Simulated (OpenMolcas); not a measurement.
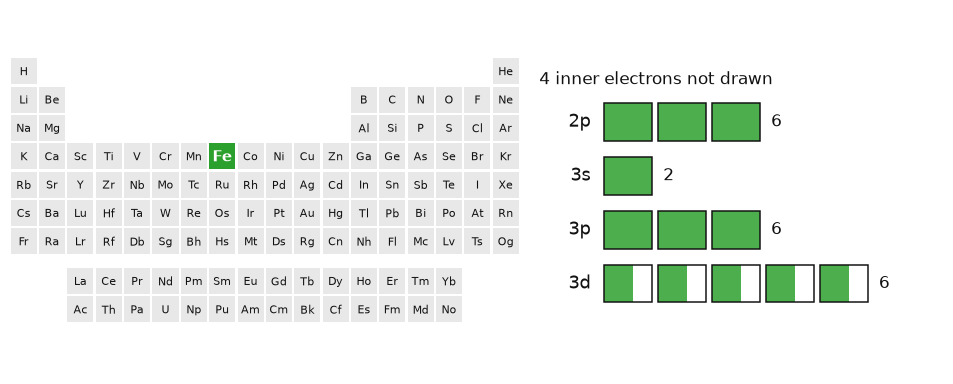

Left, the place of iron in the periodic table; right, the outer shells of the leading configuration of the lowest level: a box for each of the 2l + 1 orbitals, shaded by the share of the shell that is filled, with the electron count at the right.

**Fe²⁺ complex: multiconfigurational calculation (part 1 of 2)**

System: Fe²⁺ with 6 ligands (O; octahedron, 2.29 Å), neutralised by 6 outer point charges of +1.7 e, whose field is part of the energies.
Method: state-averaged CASSCF, active space 6 electrons in the shell 3d, basis ANO-RCC-VDZP on the metal and ANO-RCC-VDZP on the ligands, DKH2 scalar Hamiltonian, spin-orbit coupling by RASSI with atomic mean-field integrals (OpenMolcas).

**Log (extracts)**
```
--- SEWARD ---
Basis set label: FE.ANO-RCC...5S4P2D1F.

      Electronic valence basis set:
      ------------------
      Associated Effective Charge  26.000000 au
      Associated Actual Charge     26.000000 au
      Nuclear Model: Point charge

      Shell  nPrim  nBasis  Cartesian Spherical Contaminant
         s      21       5        X
         p      15       4        X
         d      10       2                 X
         f       6       1                 X
                  Relativistic Douglas-Kroll-Hess integrals:
                    - DKH order of Hamiltonian: 2
                    - DKH order of Properties : 0
                  Atomic mean-field integrals
--- RASSCF ---
Wave function specifications:
      -----------------------------

      Number of closed shell electrons          78
      Number of electrons in active shells       6
      Max number of holes in RAS1 space          0
      Max nr of electrons in RAS3 space          0
      Number of inactive orbitals               39
      Number of active orbitals                  5
      Number of secondary orbitals              74
      Spin quantum number                      2.0
      State symmetry                             1
Orbital specifications:
      -----------------------

      Symmetry species                           1   2
                                                ag  au
      Frozen orbitals                            0   0
      Inactive orbitals                         18  21
      Active orbitals                            5   0
      RAS1 orbitals                              0   0
      RAS2 orbitals                              5   0
      RAS3 orbitals                              0   0
      Secondary orbitals                        34  40
      Deleted orbitals                           0   0
      Number of basis functions                 57  61
      Number of CSFs                             5
      Number of root(s) required                 5
      Iter CI   SX   CI       RASSCF       Energy    max ROT     max BLB   max BLB  Level Ln srch  Step   QN
          iter iter root      energy       change     param      element    value   shift minimum  type update
 Nr of preliminary CI iterations:   1
      Total energies have been shifted. Add                -1000.00 au
        1   1   10    0  -720.89657569    0.00E+00  -9.77E-02   16  50 1 -6.84E-01*  1.14   0.00    SX    NO
        2   1   11    0  -723.34096468   -2.44E+00* -8.44E-02    9  36 2 -3.77E-01*  0.85   0.00    SX    NO
        3   1   11    0  -724.09447058   -7.54E-01*  3.88E-02   21  56 2 -1.29E-01*  0.82   0.00    SX    NO
        4   1   11    0  -724.20045554   -1.06E-01*  2.33E-02   15  49 1  6.61E-02*  0.80   0.00    SX    NO
        5   1   11    0  -724.23749369   -3.70E-02*  2.81E-02    6  30 1 -4.89E-02*  0.79   2.50    LS   YES
        6   1   10    0  -724.26291571   -2.54E-02*  3.15E-02    6  30 1 -3.78E-02*  0.77   1.69    QN   YES
        7   1   10    0  -724.27570851   -1.28E-02*  1.99E-02   15  49 1 -2.34E-02*  0.76   1.71    LS   YES
        8   1   10    0  -724.27837260   -2.66E-03*  1.12E-02   15  49 1 -2.74E-02*  0.75   1.13    QN   YES
        9   1   10    0  -724.28220457   -3.83E-03*  1.24E-02   15  49 1 -1.44E-02*  0.75   2.19    LS   YES
       10   1   10    0  -724.28380068   -1.60E-03* -2.46E-03   18  24 2 -6.11E-03*  0.75   1.08    QN   YES
       11   1    9    0  -724.28422395   -4.23E-04*  1.82E-03   18  56 2 -3.37E-03*  0.75   1.75    LS   YES
       12   1    9    0  -724.28431810   -9.41E-05*  2.24E-03   15  49 1  5.21E-03*  0.75   1.01    QN   YES
       13   1    8    0  -724.28441767   -9.96E-05*  1.25E-03    5  31 1  1.28E-03*  0.75   1.56    LS   YES
       14   1    8    0  -724.28443251   -1.48E-05*  5.32E-04   18  53 2 -1.14E-03*  0.75   1.01    QN   YES
       15   1    8    0  -724.28444125   -8.74E-06*  3.28E-04   21  56 2  5.12E-04*  0.75   1.62    LS   YES
       16   1    8    0  -724.28444274   -1.49E-06* -2.55E-04    9  36 2  5.28E-04*  0.75   1.00    QN   YES
       17   1    7    0  -724.28444411   -1.38E-06* -1.25E-04   21  53 2  1.72E-04*  0.75   1.31    QN   YES
       18   1    7    0  -724.28444442   -3.04E-07* -5.41E-05   14  22 2 -7.18E-05   0.75   1.25    QN   YES
       19   1    6    0  -724.28444449   -7.27E-08*  2.60E-05    7  35 2  3.24E-05   0.75   1.41    QN   YES
       20   1    5    0  -724.28444451   -1.76E-08*  5.01E-06   15  27 1  1.19E-05   0.75   1.20    QN   YES
       21   1    5    0  -724.28444451   -1.79E-09  -1.55E-06   15  27 1  4.26E-06   0.75   1.29    QN   YES
      Convergence after 21 iterations
       22   1    5    0  -724.28444451   -2.30E-10  -1.55E-06    5  30 1 -1.81E-06   0.75   1.29    QN   YES
      Natural orbitals and occupation numbers for root  1
      sym 1:   1.000000   2.000000   1.000000   1.000000   1.000000
      Natural orbitals and occupation numbers for root  2
      sym 1:   2.000000   1.000000   1.000000   1.000000   1.000000
      Natural orbitals and occupation numbers for root  3
      sym 1:   1.000000   2.000000   1.000000   1.000000   1.000000
::    RASSCF root number  1 Total energy:  -1724.29105991
::    RASSCF root number  2 Total energy:  -1724.29105991
::    RASSCF root number  3 Total energy:  -1724.29105991
::    RASSCF root number  4 Total energy:  -1724.27452141
::    RASSCF root number  5 Total energy:  -1724.27452141
--- RASSCF ---
Wave function specifications:
      -----------------------------

      Number of closed shell electrons          78
      Number of electrons in active shells       6
      Max number of holes in RAS1 space          0
      Max nr of electrons in RAS3 space          0
      Number of inactive orbitals               39
      Number of active orbitals                  5
      Number of secondary orbitals              74
      Spin quantum number                      1.0
      State symmetry                             1
Orbital specifications:
      -----------------------

      Symmetry species                           1   2
                                                ag  au
      Frozen orbitals                            0   0
      Inactive orbitals                         18  21
      Active orbitals                            5   0
      RAS1 orbitals                              0   0
      RAS2 orbitals                              5   0
      RAS3 orbitals                              0   0
      Secondary orbitals                        34  40
      Deleted orbitals                           0   0
      Number of basis functions                 57  61
      Number of CSFs                            45
      Number of root(s) required                45
      Iter CI   SX   CI       RASSCF       Energy    max ROT     max BLB   max BLB  Level Ln srch  Step   QN
          iter iter root      energy       change     param      element    value   shift minimum  type update
 Nr of preliminary CI iterations:   1
      Total energies have been shifted. Add                -1000.00 au
        1   1   10    0  -724.13083267    0.00E+00  -5.94E-03   19  28 1 -1.55E-02*  0.74   0.00    SX    NO
        2   1    9    0  -724.13168765   -8.55E-04* -3.95E-03    7  34 2 -1.42E-02*  0.75   0.00    SX    NO
        3   1    9    0  -724.13182929   -1.42E-04*  1.40E-03   19  28 1 -2.45E-03*  0.75   0.00    SX    NO
        4   1    8    0  -724.13185570   -2.64E-05* -8.84E-04    7  34 2 -2.05E-03*  0.75   0.00    SX    NO
        5   1    7    0  -724.13186101   -5.31E-06*  6.31E-04   19  28 1 -4.25E-04*  0.75   1.20    QN   YES
        6   1    7    0  -724.13186246   -1.45E-06*  7.85E-05    7  34 2  1.38E-04*  0.75   1.12    QN   YES
        7   1    6    0  -724.13186251   -4.86E-08*  3.39E-05   10  30 1 -5.11E-05   0.75   1.28    QN   YES
        8   1    6    0  -724.13186252   -1.40E-08*  3.06E-05   10  30 1 -2.89E-05   0.75   1.55    QN   YES
        9   1    5    0  -724.13186253   -5.84E-09   1.39E-05    7  34 2 -1.99E-05   0.75   1.34    QN   YES
      Convergence after  9 iterations
       10   1    5    0  -724.13186253   -1.40E-09   1.39E-05   10  24 1 -1.16E-05   0.75   1.34    QN   YES
      Natural orbitals and occupation numbers for root  1
      sym 1:   1.815207   1.116404   0.204966   1.815246   1.048177
      Natural orbitals and occupation numbers for root  2
      sym 1:   1.815207   1.116404   0.204966   1.815246   1.048177
      Natural orbitals and occupation numbers for root  3
      sym 1:   1.815244   1.815243   0.204921   1.116367   1.048224
::    RASSCF root number  1 Total energy:  -1724.19895675
::    RASSCF root number  2 Total energy:  -1724.19895675
::    RASSCF root number  3 Total energy:  -1724.19895675
::    RASSCF root number  4 Total energy:  -1724.19241010
::    RASSCF root number  5 Total energy:  -1724.19241010
::    RASSCF root number  6 Total energy:  -1724.19241010
::    RASSCF root number  7 Total energy:  -1724.18639468
::    RASSCF root number  8 Total energy:  -1724.18639468
::    RASSCF root number  9 Total energy:  -1724.18639468
::    RASSCF root number 10 Total energy:  -1724.18041900
::    RASSCF root number 11 Total energy:  -1724.18041900
::    RASSCF root number 12 Total energy:  -1724.17484700
::    RASSCF root number 13 Total energy:  -1724.17484700
::    RASSCF root number 14 Total energy:  -1724.17484700
::    RASSCF root number 15 Total energy:  -1724.17244448
::    RASSCF root number 16 Total energy:  -1724.17244448
::    RASSCF root number 17 Total energy:  -1724.17244448
::    RASSCF root number 18 Total energy:  -1724.16466404
::    RASSCF root number 19 Total energy:  -1724.16462599
::    RASSCF root number 20 Total energy:  -1724.16462599
::    RASSCF root number 21 Total energy:  -1724.16462599
::    RASSCF root number 22 Total energy:  -1724.16249753
::    RASSCF root number 23 Total energy:  -1724.16249753
::    RASSCF root number 24 Total energy:  -1724.16249753
::    RASSCF root number 25 Total energy:  -1724.15684693
::    RASSCF root number 26 Total energy:  -1724.15684693
::    RASSCF root number 27 Total energy:  -1724.14946136
::    RASSCF root number 28 Total energy:  -1724.14714579
::    RASSCF root number 29 Total energy:  -1724.14714579
::    RASSCF root number 30 Total energy:  -1724.14714579
--- RASSCF ---
Wave function specifications:
      -----------------------------

      Number of closed shell electrons          78
      Number of electrons in active shells       6
      Max number of holes in RAS1 space          0
      Max nr of electrons in RAS3 space          0
      Number of inactive orbitals               39
      Number of active orbitals                  5
      Number of secondary orbitals              74
      Spin quantum number                      0.0
      State symmetry                             1
Orbital specifications:
      -----------------------

      Symmetry species                           1   2
                                                ag  au
      Frozen orbitals                            0   0
      Inactive orbitals                         18  21
      Active orbitals                            5   0
      RAS1 orbitals                              0   0
      RAS2 orbitals                              5   0
      RAS3 orbitals                              0   0
      Secondary orbitals                        34  40
      Deleted orbitals                           0   0
      Number of basis functions                 57  61
      Number of CSFs                            50
      Number of root(s) required                50
      Iter CI   SX   CI       RASSCF       Energy    max ROT     max BLB   max BLB  Level Ln srch  Step   QN
          iter iter root      energy       change     param      element    value   shift minimum  type update
 Nr of preliminary CI iterations:   1
      Total energies have been shifted. Add                -1000.00 au
        1   1    9    0  -724.05610440    0.00E+00   3.79E-03   21  27 1 -9.33E-03*  0.75   0.00    SX    NO
        2   1    9    0  -724.05633260   -2.28E-04* -2.73E-03    7  34 2 -6.92E-03*  0.76   0.00    SX    NO
        3   1    8    0  -724.05637545   -4.28E-05*  1.09E-03   21  27 1 -1.41E-03*  0.75   0.00    SX    NO
        4   1    8    0  -724.05638459   -9.14E-06* -6.92E-04    7  34 2 -1.02E-03*  0.75   0.00    SX    NO
        5   1    7    0  -724.05638672   -2.13E-06*  6.26E-04   19  28 1 -2.61E-04*  0.75   1.39    QN   YES
        6   1    6    0  -724.05638742   -6.96E-07* -2.79E-05    7  34 2  6.08E-05   0.75   1.03    QN   YES
        7   1    6    0  -724.05638743   -1.15E-08* -3.53E-05   10  30 1 -3.12E-05   0.75   2.30    QN   YES
        8   1    5    0  -724.05638744   -8.57E-09   1.54E-05    8  32 2 -1.88E-05   0.75   1.18    QN   YES
      Convergence after  8 iterations
        9   1    5    0  -724.05638744   -1.53E-09   1.54E-05    8  32 2 -1.42E-05   0.75   1.18    QN   YES
      Natural orbitals and occupation numbers for root  1
      sym 1:   1.903239   0.145142   0.145142   1.903239   1.903239
      Natural orbitals and occupation numbers for root  2
      sym 1:   1.000474   0.128342   0.999994   1.935485   1.935705
      Natural orbitals and occupation numbers for root  3
      sym 1:   1.935434   0.128391   0.999946   1.000526   1.935703
::    RASSCF root number  1 Total energy:  -1724.16274229
::    RASSCF root number  2 Total energy:  -1724.15244962
::    RASSCF root number  3 Total energy:  -1724.15244962
::    RASSCF root number  4 Total energy:  -1724.15244962
::    RASSCF root number  5 Total energy:  -1724.14260021
::    RASSCF root number  6 Total energy:  -1724.14260021
::    RASSCF root number  7 Total energy:  -1724.14260021
::    RASSCF root number  8 Total energy:  -1724.13519956
::    RASSCF root number  9 Total energy:  -1724.13519956
::    RASSCF root number 10 Total energy:  -1724.13184905
::    RASSCF root number 11 Total energy:  -1724.12992395
::    RASSCF root number 12 Total energy:  -1724.12928428
::    RASSCF root number 13 Total energy:  -1724.12928428
::    RASSCF root number 14 Total energy:  -1724.12928428
::    RASSCF root number 15 Total energy:  -1724.12738159
::    RASSCF root number 16 Total energy:  -1724.12738159
::    RASSCF root number 17 Total energy:  -1724.12738159
::    RASSCF root number 18 Total energy:  -1724.12047213
::    RASSCF root number 19 Total energy:  -1724.12047213
::    RASSCF root number 20 Total energy:  -1724.11408294
::    RASSCF root number 21 Total energy:  -1724.11408294
::    RASSCF root number 22 Total energy:  -1724.11408294
::    RASSCF root number 23 Total energy:  -1724.09646474
::    RASSCF root number 24 Total energy:  -1724.09490017
::    RASSCF root number 25 Total energy:  -1724.09490017
::    RASSCF root number 26 Total energy:  -1724.09490017
::    RASSCF root number 27 Total energy:  -1724.07859853
::    RASSCF root number 28 Total energy:  -1724.07859853
::    RASSCF root number 29 Total energy:  -1724.05998152
::    RASSCF root number 30 Total energy:  -1724.05642342
```

(Continued in part 2.) Outcome of the run: converged.
